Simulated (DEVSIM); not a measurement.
Structure: Pd/AlN/p-Ge capacitor, at 300 K.

```
layer (left to right)  material  thickness (nm)  Na (cm⁻³)
---------------------  --------  --------------  ---------
1                           AlN            28.0          -
2                            Ge            5400     1.2e16
```

Metal gate on the left, work function 5.2 eV. Fixed charge at the semiconductor interface -1.7e11 cm⁻² (in units of +e); no interface traps.

The device is made up for the run: typed textbook-type constants, with dimensions and the other settings drawn at random. Values at 300 K.

| parameter | AlN | Ge |
|---|---|---|
| gap (eV) | 6.1 | 0.664 |
| affinity (eV) | 1.9 | 4 |
| permittivity | 8.5 | 16 |
| Nc (cm⁻³) | - | 1.04e19 |
| Nv (cm⁻³) | - | 6e18 |

Model (solved in DEVSIM): 1D Poisson equation in equilibrium, Boltzmann statistics, complete ionisation; no quantum confinement or tunnelling. Metal contacts follow the ideal Schottky-Mott rule: no Fermi-level pinning, no interface dipoles.

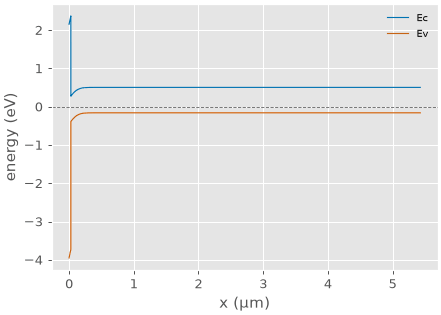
Fig. 1. Band edges at 1.15 V on the gate

Energies count from the Fermi level of the right contact; mesh points crowd at the junctions.

```
x (μm)    Ec (eV)  Ev (eV)  n (cm⁻³)  p (cm⁻³)  field (V/cm)
--------  -------  -------  --------  --------  ------------
0.000       2.150   -3.950     < 1e2     < 1e2         80000
0.001664    2.163   -3.937     < 1e2     < 1e2         80000
0.005513    2.194   -3.906     < 1e2     < 1e2         80000
0.01400     2.263   -3.837     < 1e2     < 1e2         80000
0.02427     2.345   -3.755     < 1e2     < 1e2         80000
0.02711     2.368   -3.732     < 1e2     < 1e2         80000
0.02841     0.276   -0.388    2.4e14    1.8e12         23000
0.03217     0.285   -0.379    1.7e14    2.5e12         23000
0.04015     0.303   -0.361    8.6e13    5.1e12         22000
0.06008     0.343   -0.321    1.8e13    2.5e13         19000
0.1098      0.422   -0.242    8.6e11    5.1e14         12000
0.2985      0.502   -0.162    3.9e10    1.1e16           410
0.7051      0.503   -0.161    3.6e10    1.2e16           ≈ 0
1.720       0.503   -0.161    3.6e10    1.2e16           ≈ 0
4.147       0.503   -0.161    3.6e10    1.2e16           ≈ 0
4.916       0.503   -0.161    3.6e10    1.2e16           ≈ 0
5.223       0.503   -0.161    3.6e10    1.2e16           ≈ 0
5.347       0.503   -0.161    3.6e10    1.2e16           ≈ 0
5.405       0.503   -0.161    3.6e10    1.2e16           ≈ 0
5.419       0.503   -0.161    3.6e10    1.2e16           ≈ 0
5.425       0.503   -0.161    3.6e10    1.2e16           ≈ 0
5.428       0.503   -0.161    3.6e10    1.2e16           ≈ 0
```
